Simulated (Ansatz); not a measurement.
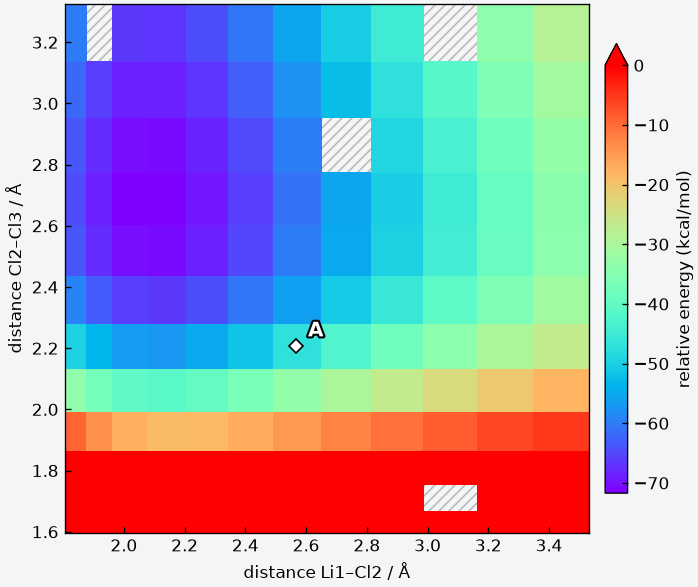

The system Li + Cl₂, spin multiplicity 2. 
- The first coordinate is: distance Li1–Cl2; the second: distance Cl2–Cl3.
- Nothing is relaxed (the angle Li1–Cl2–Cl3 is fixed at 120 degrees).
- Grid: 12 × 12 points. At 4 points there is no value.
- Energies are in kcal/mol, from Li far from the relaxed ClCl (each part in its own basis).
- Level of theory: UKS PBE-D4/def2-SVPD in Ansatz.

The picture shows one coloured cell a grid point, one colour for all values above the top of the scale, hatched blanks where no value was computed, the point A.

Q: Which way does the force act at A, and how strong is it?

A: A, at distance Li1–Cl2 = 2.568 Å, distance Cl2–Cl3 = 2.206 Å, is not a stationary point. The computed force is 30 kcal/mol for each Å towards smaller values of distance Li1–Cl2 and 77 kcal/mol for each Å towards larger values of distance Cl2–Cl3.
